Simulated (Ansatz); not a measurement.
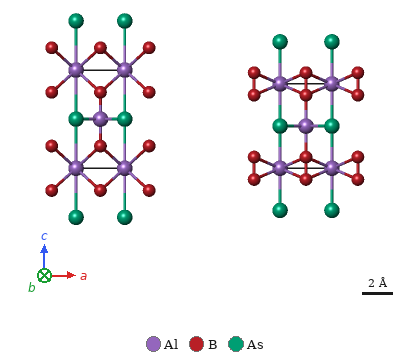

Two geometries of crystalline Al$_{2}$B$_{2}$As (a generated structure, set up in P4/mmm) (coarse preliminary run), drawn at one scale. One is the start of a relaxation, the other its converged end. Style: ball-and-stick. Shown: the cell of the calculation, along the b axis.

These are results of DFT PBE, scalar-relativistic, plane waves, PAW (Ansatz), not measurements. Settings: plane-wave cutoff 420 eV; k-point mesh 6 × 6 × 4; occupations gaussian; smearing width 0.1 eV; no spin polarisation; cell and atoms relaxed; force threshold 0.04 eV/Å; at most 70 steps.

> Which of the two is the end point?

The right one is the relaxed one. The largest moves relative to the cell, 0.54 Å, are those of B atoms. Al and As stay in place. The volume changes by −2.6 %, with a = b 3.339 → 3.555 Å (+6.5 %), c 6.730 → 5.779 Å (−14.1 %). Some distances before and after: B–B 3.047 → 1.537 Å, Al–As 3.365 → 2.889 Å, Al–B 1.842 → 2.121 Å, Al–B 2.810 → 2.629 Å. New bonds form, among them: B–B (3.05 → 1.54 Å). The space group stays P4/mmm (No. 123). After 7 accepted moves (9 points after the start) the energy has fallen by 1075 meV per atom. Largest force component: 5.8 eV/Å at the start, 0.033 eV/Å at the end. The pressure goes from 12.27 to −0.16 GPa. The SCF was repeated twice at an unchanged geometry on a basis and grid sized afresh for the cell, which shifted the energy by 0.8 meV per atom at most. Cost: 28 s on 1 thread of Intel(R) Xeon(R) Platinum 8488C (Sapphire Rapids), on a shared host, peak memory 0.43 GiB.
